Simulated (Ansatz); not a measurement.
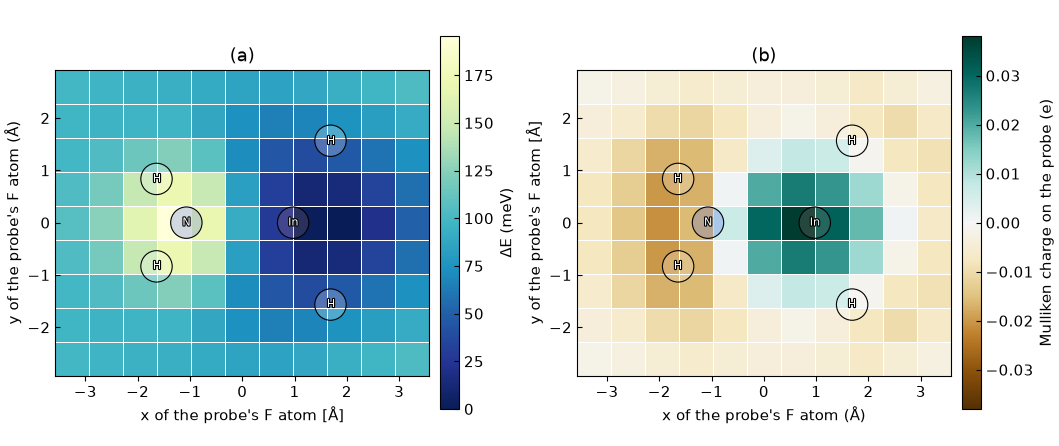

H₄InN (SMILES [NH2][InH2]) with the probe HF. 
- The probe is moved over a plane parallel to the molecule's main plane, 2.70 Å above it.
- The first coordinate is: x of the probe's F atom; the second: y of the probe's F atom.
- Nothing is relaxed (molecule and probe rigid, the probe upright with F nearest the plane).
- The scan uses an 11 × 9 grid.
- All energies are given in meV relative to the lowest grid point.
- Computed with RKS B3LYP-D4/def2-SVPD in Ansatz.

Panel (a) is the energy; panel (b) is the computed Mulliken charge on the probe, in e.

In the figure: one coloured cell a grid point, labelled circles for the molecule's atoms, projected on the plane.

How does the Mulliken charge on the probe vary over the map, and what is it at the lowest grid point?

Answer. Leaving out the highest fifth of the energies, it runs from −0.01 e at x of the probe's F atom = −2.60 Å, y of the probe's F atom = −1.30 Å to 0.04 e at x of the probe's F atom = 0.65 Å, y of the probe's F atom = 0.00 Å. At the lowest grid point, x of the probe's F atom = 1.95 Å, y of the probe's F atom = 0.00 Å, it is 0.02 e.
